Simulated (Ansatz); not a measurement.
**WO2F2: how energies converge with the basis set**

Aim: see how fast density functionals converge with the basis set for WO2F2.

Computed with Ansatz 0.2.0, Gaussian basis. Level: one geometry, several basis sets.

The runs, in order: PBE0-D4/def2-SVP; ωB97M-V/def2-SVP; PBE0-D4/def2-QZVPP; ωB97M-V/def2-QZVPP; the functionals' def2-TZVPP values are taken from earlier runs.

## (1) Structure used throughout

An earlier PBE0-D4 in a triple-zeta def2 set relaxation fixed the geometry. W takes the def2 core potential; no spin-orbit term is included.

5 atoms, charge 0, spin multiplicity 1.

Atoms are counted from 1 here; the program's logs count them from 0.

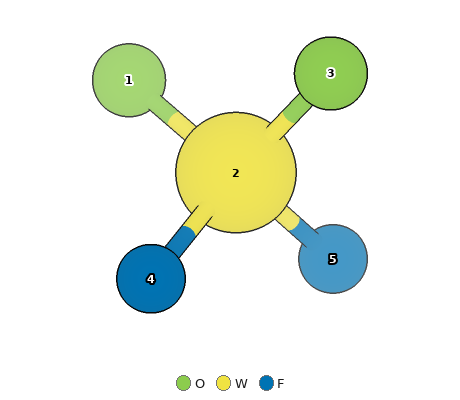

The geometry (oxygen green, tungsten yellow, fluorine blue); atoms are numbered from 1 in the order of the file.

## (2) PBE0-D4 in def2-SVP

The input, in.yaml:

```yaml
crystal:
  periodic: [false, false, false]
  atoms:
    - {symbol: O, position_ang: [-0.737266, -0.522476, 1.424744]}
    - {symbol: W, position_ang: [0.010863, -0.016216, -0.006706]}
    - {symbol: O, position_ang: [1.518594, -0.783177, -0.066382]}
    - {symbol: F, position_ang: [-1.006562, -0.566459, -1.449723]}
    - {symbol: F, position_ang: [0.264272, 1.814628, 0.056568]}
basis:
  gaussian: {orbitals: def2-SVP}
hamiltonian: {xc: pbe0, dispersion: d4}
output: {orbitals: {seedname: orbitals}}
```

Command:

```bash
$ ansatz run in.yaml --threads 4 --pin off --events-out ev --progress --plain --max-ram 10444MiB
```

The runs that follow: ωB97M-V in def2-SVP; PBE0-D4 in def2-QZVPP; ωB97M-V in def2-QZVPP.

Before running them: what should the planned runs give, taken together? Wanted: PBE0-D4: double and triple zeta above quadruple; ωB97M-V: double and triple zeta above quadruple.

As calculated:

```
                                       quantity           value
PBE0-D4: double and triple zeta above quadruple  13.09, 0.53 eV
ωB97M-V: double and triple zeta above quadruple  13.34, 0.49 eV
```

In words: For PBE0-D4 the step from double to triple zeta gains 12.56 eV and the next only 0.53 eV. These are total energies; as a rule much of such shifts cancels in differences, which this series doesn't test.
